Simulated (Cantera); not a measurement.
Charge: 1 mol TiO₂, a varied amount of H₂, 8.2 mol H₂O, held at 1473.15 K and 0.170 bar.

These are equilibrium values from Cantera (NASA tables, ideal gas, pure condensed phases), not measurements of a reactor. Candidate condensed phases: H₂O, Ti, TiO, TiO₂, Ti₂O₃, Ti₃O₅, Ti₄O₇; 12 gas species. Condensed phases not in the tables: Magnéli phases beyond Ti₄O₇. Gases not in the tables: TiO(OH)₂. Rates play no part.

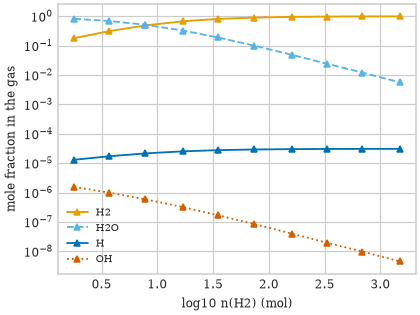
Equilibrium gas composition (values under 1e-9 drawn at 1e-9)

From 1.8 mol H₂ to 330 mol H₂ the condensed part is TiO₂(rutile). From 690 mol H₂ to 1500 mol H₂ the condensed part is Ti₄O₇(s).
